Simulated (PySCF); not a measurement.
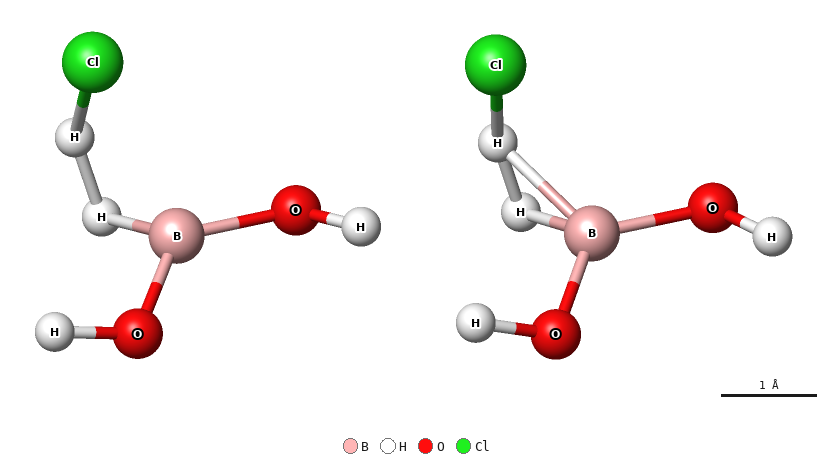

Two geometries of BH4O2Cl (coarse preliminary run), drawn at one scale. One is the start of a relaxation, the other its converged end. Style: ball-and-stick. Shown at a tilt.

These are results of PySCF 2.14.0, RKS PBE0-D4/def2-SVP, partitioned rational-function steps on a Bofill-updated Hessian, not measurements. 

Which of the two is the end point?

The right one is the relaxed one. The reaction that was planned forms B1–Cl6, H2–H5 and breaks B1–H2, H5–Cl6 (atoms numbered from 1 in input order). After 9 geometry steps the energy has fallen by 4.65 kcal/mol. The Cl atom moves most after the best rigid fit: 0.15 Å. Largest moves by element: Cl 0.15 Å, H 0.15 Å, B 0.05 Å, O 0.05 Å. Among the contacts that change: B–H 1.637 → 1.471 Å, Cl–H 1.793 → 1.634 Å, B–H 1.452 → 1.363 Å, H–H 1.026 → 0.976 Å. Bond angles that change, for instance: B–O–H 119.5° → 113.9°, B–O–H 116.6° → 111.4°, O–B–O 126.8° → 124.6°.
